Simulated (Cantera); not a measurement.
Charge: 1 mol Al₂O₃, 5.1 mol Cl₂, 0.73 mol N₂, a varied amount of HCl, equilibrated at 748 K and 13.3 mbar.

Cantera equilibrium calculation (NASA polynomials, part measured and part estimated; ideal gas, pure solids and liquids). Candidate condensed phases: Al, AlCl₃, AlN, Al₂O₃, H₂O, NH₄Cl; 45 gas species. Condensed phases not in the tables: AlOCl. Rates play no part.

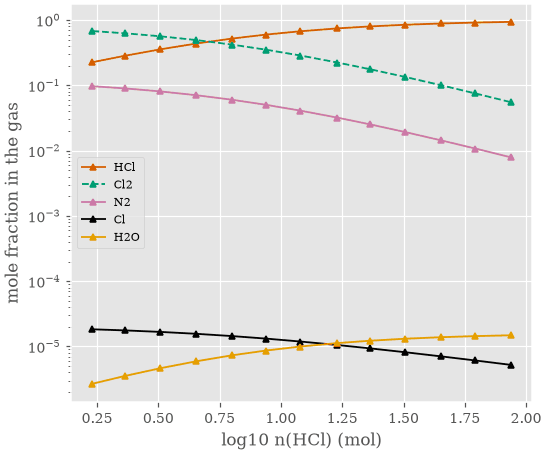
Figure: Equilibrium gas composition (values under 1e-9 drawn at 1e-9)

From 1.7 mol HCl to 87 mol HCl the condensed part is Al₂O₃(s). The main Al-bearing gas is AlCl₃ throughout.
